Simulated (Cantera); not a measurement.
Input: 1 mol SiCl₄, 0.034 mol CH₄, 1000 mol H₂, equilibrated at 0.440 bar.

Equilibrium computed with Cantera from the NASA thermochemical tables; the gas is ideal and each condensed phase is pure. Candidate condensed phases: C, C₆H₆, C₇H₈, C₈H₁₈, Si, SiC; 109 gas species. Mutual solubility and eutectic melting of coexisting phases are not modelled. The tables' values for SiCl are old estimates; treat these amounts as uncertain. Gases not in the tables: Si₂H₆ and higher silanes. Rates play no part.

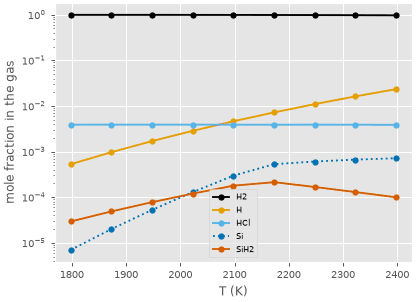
Figure. Equilibrium gas composition (values under 1e-9 drawn at 1e-9)

Question: Read off the mole fractions at 2248 K.

Answer: H₂ about 0.98, H about 0.011, HCl about 0.0039, Si about 0.00061, SiH₂ about 0.00017.
